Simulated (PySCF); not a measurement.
# CHBr (Monobromomethylene): the cost of one run

Programs: PySCF 2.14.0, with density-fitted response routines of our own. Each step states its level of theory. These are calculated values for one molecule in the gas phase, unless marked as measured. Atoms count from 0, in the outputs and in this text.

## (1) The starting structure

3 atoms, charge 0, multiplicity 1; geometry from: GFN2-xTB. The atoms were then displaced at random by about 0.01 Å, so the start is not that level's minimum.

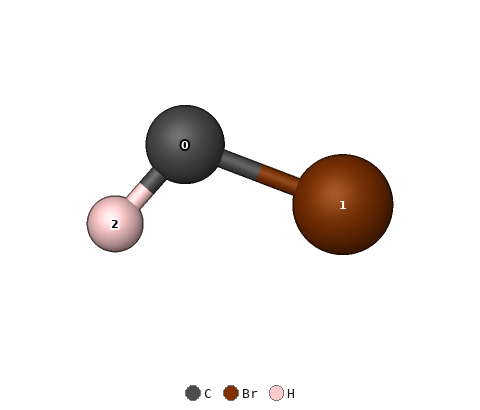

As it starts; carbon dark grey, bromine brown, hydrogen pink, atoms numbered; sticks join atoms by distance.

## (2) Geometry optimisation at PBE0-D3(BJ)/def2-SVP

What the job is given:

```
{"job": {"xc": "PBE0", "basis": "def2-SVP", "d3": "d3bj", "grid": 1, "shake": 0.01, "kind": "geom"}, "charge": 0, "multiplicity": 1}
C     -0.309710     0.475500     0.001410
Br     1.355510    -0.145320    -0.013210
H     -1.039790    -0.365120    -0.007380
```

Launch:

```
> OMP_NUM_THREADS=1 python probes_run.py task.json out
```

One launch serves the whole session: the jobs run in the order shown.

**Question.** How long does this first job take on 1 thread of Arm Neoverse V1, shared host, and how much memory does it need?

About 2.2 s, with a peak of 0.25 GiB.
